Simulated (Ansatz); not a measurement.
The parent structure is FeS2 (space group Pnnm, No. 58; a = 4.367 Å, b = 5.333 Å, c = 3.344 Å; non-magnetic).

Perturbation: full substitution S → Se; the structure is relaxed again.

Computed with PBEsol in Ansatz (plane waves to 420 eV, PAW, no spin-orbit coupling), earlier PAW set.

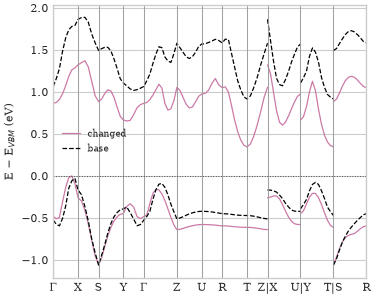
*Highest valence and lowest conduction band along the path, each from its own valence-band maximum*

The gap is 0.35 eV, indirect, Γ–X (75 % along) → T; the base has 0.91 eV.

Whether these cells are dynamically stable was not tested. Seeded moments were not kept for S → Se and the base. The final runs are not spin-polarised.

Ansatz is a program for electronic structure.
